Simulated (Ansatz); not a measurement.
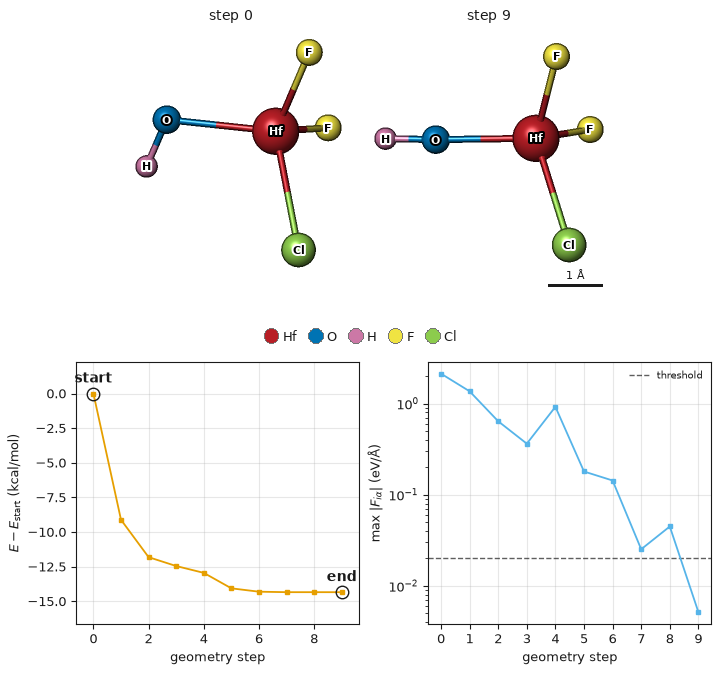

First and last geometry of a relaxation of HfHOClF2, with the history of the run. The picture is a ball-and-stick view, seen at a tilt.

The run prepares the start of a later molecular dynamics calculation, from a guessed geometry.

Theory: RKS PBE/def2-SVP in Ansatz. (no spin polarisation; force threshold 0.02 eV/Å; at most 40 steps)

> What do the curves and the structures tell?

It converged. Over 9 geometry steps the energy falls by 14.3 kcal/mol. The largest force component goes from 2.1 to 0.0052 eV/Å. The atom that moves furthest after the best rigid fit is the H atom (0.63 Å). By element the largest moves are H 0.63 Å, O 0.43 Å, Cl 0.25 Å, F 0.23 Å, Hf 0.14 Å. Some distances before and after: Hf–O 2.070 → 1.911 Å, Cl–Hf 2.518 → 2.371 Å, F–Hf 1.980 → 1.918 Å, H–O 1.010 → 0.966 Å. Bond angles that change, for instance: Hf–O–H 109.5° → 177.8°. Cost: 48 s on 1 thread of Arm Neoverse V2, with other jobs on the host, peak memory 0.18 GiB.

| step | E − E(0), kcal/mol | largest force component, eV/Å |
| --- | --- | --- |
| 0 | 0.00 | 2.1296 |
| 1 | -9.11 | 1.3643 |
| 2 | -11.81 | 0.6400 |
| 3 | -12.45 | 0.3634 |
| 4 | -12.95 | 0.9221 |
| 5 | -14.06 | 0.1800 |
| 6 | -14.31 | 0.1434 |
| 7 | -14.34 | 0.0253 |
| 8 | -14.34 | 0.0449 |
| 9 | -14.34 | 0.0052 |
